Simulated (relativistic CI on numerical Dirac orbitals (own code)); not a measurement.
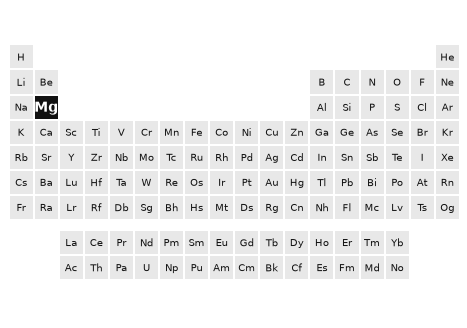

Fig. 1: The place of magnesium in the periodic table.

**Relativistic CI calculation for Mg²⁺**

Mg²⁺. Level asked for: Dirac-Coulomb-Breit CI, KLI orbitals optimised for each configuration, model QED (radiative potential, 1s self-energy scaled to tabulated hydrogen-like ionisation energies), numerical settings as typed (relativistic CI on numerical Dirac orbitals, in-house).

## Input
```
atom Mg  Z=12  charge=2  electrons=10
nucleus A=24  rms_radius_fm=3.0570
hamiltonian dirac-coulomb  breit=on  qed=on  c_scale=1
orbitals kli  potential=per-configuration
slater_scale 1
correlation none
mixing on
grid step=0.0125 r_max=2.74
scf mixing=0.4 start=green max_iterations=93 tolerance=2e-08 node_fill=0.05
configurations
  [He] 2s2 2p6
  [He] 2s2 2p5 3s
  [He] 2s2 2p5 3p
  [He] 2s2 2p5 3d
  [He] 2s2 2p4 3s2
end
```

Hardware: 1 CPU thread, shared host.

The run was one of a batch that the task file lists, launched with:
```bash
python <driver script> task.json out
```

The program writes its results to a structured record and prints no log; tables and figures of this report are taken from that record.

## What the run reported

| quantity | value |
| --- | --- |
| outcome | not converged |

## What went wrong

This input holds a deliberate fault: box. The run did not meet its convergence test, so its last values are not results. Limits: orbital 2s not found.
